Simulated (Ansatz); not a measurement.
# AlBCl (doublet): wB97M-V, B2PLYP, RPA-PBE over vertical spin and charge gaps and displaced geometries, cc-pVDZ, part 2 of 2

Ansatz 0.2.0, Gaussian basis; cc-pVDZ, all electrons in the functionals, frozen cores in the correlation of double hybrids and RPA. The steps go on from the part before.

**13. B2PLYP, displaced geometry v2**

File in.yaml:

```yaml
crystal:
  periodic: [false, false, false]
  atoms:
    - {symbol: B, position_ang: [0.103452, 0.770443, -2.412674]}
    - {symbol: Al, position_ang: [-0.061422, -0.536393, -0.701196]}
    - {symbol: Cl, position_ang: [0.015199, 0.173284, 1.269364]}
basis:
  gaussian: {orbitals: cc-pVDZ}
magnetization: {spin_polarized: true, initial_magnetization: 1}
hamiltonian: {xc: {name: B2PLYP}}
correlation: {electrons: outside_noble_gas}
```

Launch:

```bash
ansatz run in.yaml --threads 1 --pin off --events-out ev --progress --plain --max-ram 2393MiB
```

The program printed (excerpt; [...] marks lines left out):

```text
Functional definition: B2PLYP
  name "B2PLYP"
  cite "Grimme, J. Chem. Phys. 124, 034108 (2006) doi:10.1063/1.2148954"
  cite "Becke, Phys. Rev. A 38, 3098 (1988) doi:10.1103/PhysRevA.38.3098"
  cite "Lee, Yang & Parr, Phys. Rev. B 37, 785 (1988) doi:10.1103/PhysRevB.37.785"
[...]
509 factors; integrals over basis functions are off by at most 7.2e-4 eV
[...]
mean field -19782.59125470 eV, -726.9968194884 hartree, gradient 2.7e-6 eV, S^2 1.330978; 9 other end points of the search recorded, 0 dependent functions left out
11 core orbitals not correlated: weight in the atoms' cores, before any rotation towards them, 1.000 or more for the frozen orbitals, at most 0.000 for the correlated occupied ones
reference -19782.59138348 eV, -726.9968242210 hartree; 7, 6 occupied and 32, 33 virtual orbitals, 509 factors
second order -7.51510625 eV of doubles, -0.00000000 eV of singles
Total energy: -19784.62046217 eV, -727.0713914874 hartree
```

Wall time 11 s (1 thread of Intel Xeon Platinum 8259CL at 2.50GHz, shared host).

From the report: ⟨S²⟩ of the determinant 1.331 (pure doublet: 0.75). The determinant is far from a pure spin state, so its energy mixes those of several spin states (harmless only where they are near-degenerate, as at dissociation).

From charge 0, doublet: +0.011 eV.

**14. RPA-PBE, charge 0, doublet**

File in.yaml:

```yaml
crystal:
  periodic: [false, false, false]
  atoms:
    - {symbol: B, position_ang: [0.000000, 0.761887, -2.406751]}
    - {symbol: Al, position_ang: [0.000000, -0.553323, -0.706867]}
    - {symbol: Cl, position_ang: [0.000000, 0.188778, 1.271874]}
basis:
  gaussian: {orbitals: cc-pVDZ}
magnetization: {spin_polarized: true, initial_magnetization: 1}
hamiltonian: {xc: {name: PBE}}
correlation: {method: rpa, electrons: outside_noble_gas}
```

The command is unchanged.

The program printed (excerpt; [...] marks lines left out):

```text
Functional definition: PBE
  name "PBE"
  cite "Perdew, Burke & Ernzerhof, Phys. Rev. Lett. 77, 3865 (1996) doi:10.1103/PhysRevLett.77.3865"
  parent pbe
[...]
509 factors; integrals over basis functions are off by at most 7.2e-4 eV
[...]
mean field -19782.81502433 eV, -727.0050428704 hartree, gradient 9.5e-6 eV, S^2 0.902773; 11 other end points of the search recorded, 0 dependent functions left out
11 core orbitals not correlated: weight in the atoms' cores, before any rotation towards them, 1.000 or more for the frozen orbitals, at most 0.000 for the correlated occupied ones
reference -19755.06758721 eV, -725.9853433641 hartree; 7, 6 occupied and 32, 33 virtual orbitals, 509 factors
Total energy: -19767.03800105 eV, -726.4252479588 hartree
```

Wall time 13 s (1 thread of Intel Xeon Platinum 8259CL at 2.50GHz, shared host).

From the report: ⟨S²⟩ of the determinant 0.903 (pure doublet: 0.75).

**15. RPA-PBE, charge 0, quartet**

Changes to in.yaml since step 14:

```diff
@@ -8,3 +8,3 @@
   gaussian: {orbitals: cc-pVDZ}
-magnetization: {spin_polarized: true, initial_magnetization: 1}
+magnetization: {spin_polarized: true, initial_magnetization: 3}
 hamiltonian: {xc: {name: PBE}}
```

Same command.

The program printed (excerpt; [...] marks lines left out):

```text
Functional definition: PBE
  name "PBE"
  cite "Perdew, Burke & Ernzerhof, Phys. Rev. Lett. 77, 3865 (1996) doi:10.1103/PhysRevLett.77.3865"
  parent pbe
[...]
509 factors; integrals over basis functions are off by at most 7.2e-4 eV
[...]
mean field -19782.19002836 eV, -726.9820746921 hartree, gradient 2.0e-6 eV, S^2 3.758041; 9 other end points of the search recorded, 0 dependent functions left out
11 core orbitals not correlated: weight in the atoms' cores, before any rotation towards them, 1.000 or more for the frozen orbitals, at most 0.000 for the correlated occupied ones
reference -19755.27467278 eV, -725.9929536184 hartree; 8, 5 occupied and 31, 34 virtual orbitals, 509 factors
Total energy: -19766.23926811 eV, -726.3958950647 hartree
```

Run time: 7 s. Hardware: 1 thread of Intel Xeon Platinum 8259CL at 2.50GHz, shared host.

From the report: ⟨S²⟩ of the determinant 3.758 (pure quartet: 3.75).

From charge 0, doublet: +0.799 eV.

**16. RPA-PBE, charge 1, singlet**

Changes to in.yaml since step 15:

```diff
@@ -8,3 +8,4 @@
   gaussian: {orbitals: cc-pVDZ}
-magnetization: {spin_polarized: true, initial_magnetization: 3}
+total_charge: 1
+magnetization: {spin_polarized: true, initial_magnetization: 0}
 hamiltonian: {xc: {name: PBE}}
```

Same command.

The program printed (excerpt; [...] marks lines left out):

```text
Functional definition: PBE
  name "PBE"
  cite "Perdew, Burke & Ernzerhof, Phys. Rev. Lett. 77, 3865 (1996) doi:10.1103/PhysRevLett.77.3865"
  parent pbe
[...]
509 factors; integrals over basis functions are off by at most 7.2e-4 eV
[...]
mean field -19774.96321873 eV, -726.7164943370 hartree, gradient 2.0e-6 eV, S^2 0.283058; 20 other end points of the search recorded, 0 dependent functions left out
11 core orbitals not correlated: weight in the atoms' cores, before any rotation towards them, 1.000 or more for the frozen orbitals, at most 0.000 for the correlated occupied ones
reference -19747.81904210 eV, -725.7189642448 hartree; 6, 6 occupied and 33, 33 virtual orbitals, 509 factors
Total energy: -19759.31941146 eV, -726.1415950236 hartree
```

Run time: 26 s. Hardware: 1 thread of Intel Xeon Platinum 8259CL at 2.50GHz, shared host.

From the report: ⟨S²⟩ of the determinant 0.283 (pure singlet: 0.00).

From charge 0, doublet: +7.719 eV.

**17. RPA-PBE, charge 1, triplet**

Changes to in.yaml since step 16:

```diff
@@ -9,3 +9,3 @@
 total_charge: 1
-magnetization: {spin_polarized: true, initial_magnetization: 0}
+magnetization: {spin_polarized: true, initial_magnetization: 2}
 hamiltonian: {xc: {name: PBE}}
```

Launched as before.

The program printed (excerpt; [...] marks lines left out):

```text
Functional definition: PBE
  name "PBE"
  cite "Perdew, Burke & Ernzerhof, Phys. Rev. Lett. 77, 3865 (1996) doi:10.1103/PhysRevLett.77.3865"
  parent pbe
[...]
509 factors; integrals over basis functions are off by at most 7.2e-4 eV
[...]
mean field -19774.35627579 eV, -726.6941895953 hartree, gradient 5.5e-6 eV, S^2 2.012061; 10 other end points of the search recorded, 0 dependent functions left out
11 core orbitals not correlated: weight in the atoms' cores, before any rotation towards them, 1.000 or more for the frozen orbitals, at most 0.000 for the correlated occupied ones
reference -19747.77058983 eV, -725.7171836566 hartree; 7, 5 occupied and 32, 34 virtual orbitals, 509 factors
Total energy: -19758.47443700 eV, -726.1105427849 hartree
```

It took 16 s on 1 thread of Intel Xeon Platinum 8259CL at 2.50GHz, shared host.

From the report: ⟨S²⟩ of the determinant 2.012 (pure triplet: 2.00).

From charge 0, doublet: +8.564 eV.

**18. RPA-PBE, displaced geometry v1**

File in.yaml:

```yaml
crystal:
  periodic: [false, false, false]
  atoms:
    - {symbol: B, position_ang: [-0.022506, 0.746939, -2.376618]}
    - {symbol: Al, position_ang: [-0.023339, -0.584413, -0.687887]}
    - {symbol: Cl, position_ang: [0.024625, 0.216998, 1.248241]}
basis:
  gaussian: {orbitals: cc-pVDZ}
magnetization: {spin_polarized: true, initial_magnetization: 1}
hamiltonian: {xc: {name: PBE}}
correlation: {method: rpa, electrons: outside_noble_gas}
```

The command is unchanged.

The program printed (excerpt; [...] marks lines left out):

```text
Functional definition: PBE
  name "PBE"
  cite "Perdew, Burke & Ernzerhof, Phys. Rev. Lett. 77, 3865 (1996) doi:10.1103/PhysRevLett.77.3865"
  parent pbe
[...]
509 factors; integrals over basis functions are off by at most 7.1e-4 eV
[...]
mean field -19782.79729623 eV, -727.0043913748 hartree, gradient 1.1e-6 eV, S^2 0.897152; 11 other end points of the search recorded, 0 dependent functions left out
11 core orbitals not correlated: weight in the atoms' cores, before any rotation towards them, 1.000 or more for the frozen orbitals, at most 0.000 for the correlated occupied ones
reference -19755.05078244 eV, -725.9847258004 hartree; 7, 6 occupied and 32, 33 virtual orbitals, 509 factors
Total energy: -19767.02286506 eV, -726.4246917215 hartree
```

Run time: 20 s. Hardware: 1 thread of Intel Xeon Platinum 8259CL at 2.50GHz, shared host.

From the report: ⟨S²⟩ of the determinant 0.897 (pure doublet: 0.75).

From charge 0, doublet: +0.015 eV.

**19. RPA-PBE, displaced geometry v2**

File in.yaml:

```yaml
crystal:
  periodic: [false, false, false]
  atoms:
    - {symbol: B, position_ang: [0.103452, 0.770443, -2.412674]}
    - {symbol: Al, position_ang: [-0.061422, -0.536393, -0.701196]}
    - {symbol: Cl, position_ang: [0.015199, 0.173284, 1.269364]}
basis:
  gaussian: {orbitals: cc-pVDZ}
magnetization: {spin_polarized: true, initial_magnetization: 1}
hamiltonian: {xc: {name: PBE}}
correlation: {method: rpa, electrons: outside_noble_gas}
```

Launched as before.

The program printed (excerpt; [...] marks lines left out):

```text
Functional definition: PBE
  name "PBE"
  cite "Perdew, Burke & Ernzerhof, Phys. Rev. Lett. 77, 3865 (1996) doi:10.1103/PhysRevLett.77.3865"
  parent pbe
[...]
509 factors; integrals over basis functions are off by at most 7.2e-4 eV
[...]
mean field -19782.80160749 eV, -727.0045498108 hartree, gradient 8.6e-6 eV, S^2 0.897194; 11 other end points of the search recorded, 0 dependent functions left out
11 core orbitals not correlated: weight in the atoms' cores, before any rotation towards them, 1.000 or more for the frozen orbitals, at most 0.000 for the correlated occupied ones
reference -19755.06070975 eV, -725.9850906224 hartree; 7, 6 occupied and 32, 33 virtual orbitals, 509 factors
Total energy: -19767.03124580 eV, -726.4249997083 hartree
```

Wall time 16 s (1 thread of Intel Xeon Platinum 8259CL at 2.50GHz, shared host).

From the report: ⟨S²⟩ of the determinant 0.897 (pure doublet: 0.75).

From charge 0, doublet: +0.007 eV.

**20. The comparison**

The yardstick is RCCSDT(Q), where the cluster series has nearly closed. It comes from earlier runs at the same points. Energies in eV, counted from charge 0, doublet; blanks weren't run or aren't comparable.

```csv
level,doublet to quartet,ionisation to the singlet cation,ionisation to the triplet cation,displacement v1,displacement v2
RCCSDT(Q),0.748,7.532,8.460,0.014,0.009
wB97M-V,0.750,7.581,8.451,0.013,0.008
B2PLYP,0.603,7.668,8.294,0.014,0.011
RPA-PBE,0.799,7.719,8.564,0.015,0.007
```

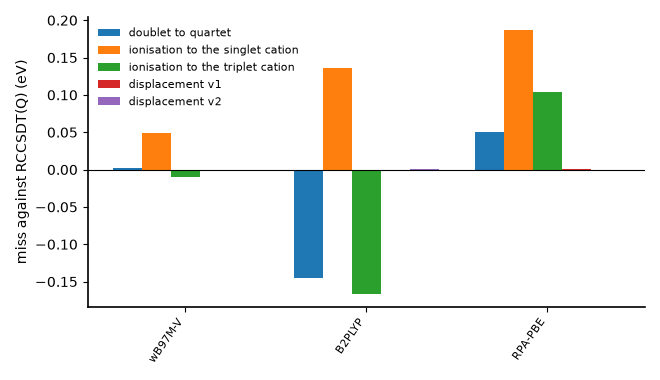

Misses of the gaps against RCCSDT(Q).

Largest miss and mean time a point (RCCSDT(Q) took 72 s a point; shared hosts):

```csv
level,largest miss (eV),where,time a point
wB97M-V,+0.048,ionisation to the singlet cation,21 s
B2PLYP,-0.166,ionisation to the triplet cation,12 s
RPA-PBE,+0.186,ionisation to the singlet cation,16 s
```

**21. Summary of results**

This closing draws on all 2 parts.

```
                                   quantity                                         value
              doublet to quartet, RCCSDT(Q)                                      0.748 eV
ionisation to the singlet cation, RCCSDT(Q)                                      7.532 eV
ionisation to the triplet cation, RCCSDT(Q)                                      8.460 eV
                 displacement v1, RCCSDT(Q)                                      0.014 eV
                 displacement v2, RCCSDT(Q)                                      0.009 eV
                      largest miss, wB97M-V  +0.048 eV (ionisation to the singlet cation)
                       largest miss, B2PLYP  -0.166 eV (ionisation to the triplet cation)
                      largest miss, RPA-PBE  +0.186 eV (ionisation to the singlet cation)
```

Of the functionals, wB97M-V keep the smallest largest miss at the points compared (at most 0.048 eV) and RPA-PBE strays most (0.186 eV, at ionisation to the singlet cation). B2PLYP clearly breaks the spin symmetry at some points (⟨S²⟩ up to 0.59 above the pure value), so energy there is bought with a mixed spin. Functionals and the yardstick converge differently with the basis, so part of each miss in cc-pVDZ is the basis.
